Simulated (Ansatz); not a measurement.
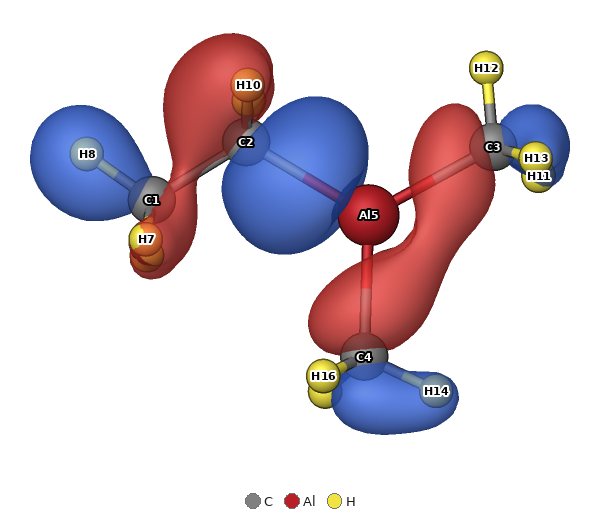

The picture shows: C4H11Al (SMILES C[CH2][Al]([CH3])[CH3]). One frontier orbital at ±0.1 Å⁻³ᐟ² (blue and red are the two phases), seen across its widest extent.

Geometry: PBE0-D3(BJ)/def2-SVP.

The calculation used Ansatz 0.2.0, isolated molecule in a Gaussian basis; Kohn-Sham density functional theory, functional PBE0.

| atom | x (Å) | y (Å) | z (Å) |
| --- | --- | --- | --- |
| C | 1.1879 | 0.1599 | 1.4730 |
| C | 1.3504 | -0.2112 | -0.0005 |
| C | -0.0440 | -0.2561 | -3.1101 |
| C | -1.7715 | 1.0411 | -0.4718 |
| Al | -0.1588 | 0.1917 | -1.2024 |
| H | 1.0115 | 1.2399 | 1.6063 |
| H | 0.3275 | -0.3537 | 1.9323 |
| H | 2.0739 | -0.0966 | 2.0781 |
| H | 2.2484 | 0.2799 | -0.4243 |
| H | 1.5736 | -1.2914 | -0.1030 |
| H | -0.1904 | 0.6417 | -3.7364 |
| H | 0.9150 | -0.7129 | -3.4017 |
| H | -0.8475 | -0.9572 | -3.3980 |
| H | -2.5584 | 1.2228 | -1.2206 |
| H | -1.5267 | 2.0108 | -0.0031 |
| H | -2.2114 | 0.4239 | 0.3316 |

**Which orbital is it: HOMO or LUMO?**

The HOMO, at −7.12 eV. By Hirshfeld shares it lies mainly on C2 (about 40 %), Al5 (about 20 %), C4 (about 10 %), C1 (about 10 %) and C3 (about 5 %).
